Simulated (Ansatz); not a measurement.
Formation energy of the bound charge states of Fe_Al in metastable zinc-blende AlN (start: the Al site; 64-site cell, 2×2×2 shifted sampling) against the Fermi level, N-rich (Δμ(Al) = -2.69 eV, Δμ(Fe) = -0.085 eV, bounded by Fe3N (P6_322); only phases computed here count, gases as isolated molecules at 0 K). Computed with PBE, PAW (plane waves to 420 eV; Ansatz, a first-principles code).

Details: 64-site cell; 2×2×2 shifted k-points; host gap 3.31 eV; charged states image-corrected; no Hubbard U; not converged in cell size.

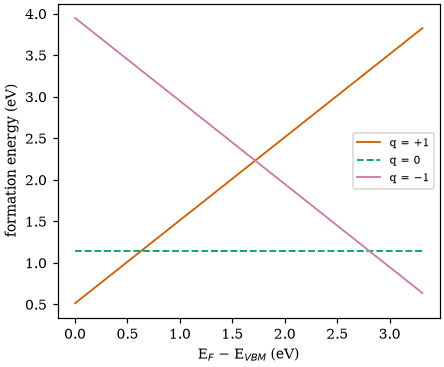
Fig. 1. Formation energy of each charge state against the Fermi level

Crossings of the lowest lines: (+1/0) at 0.63 eV; (0/−1) at 2.81 eV. At the valence-band maximum: q = +1: 0.51 eV; q = 0: 1.14 eV; q = −1: 3.95 eV.
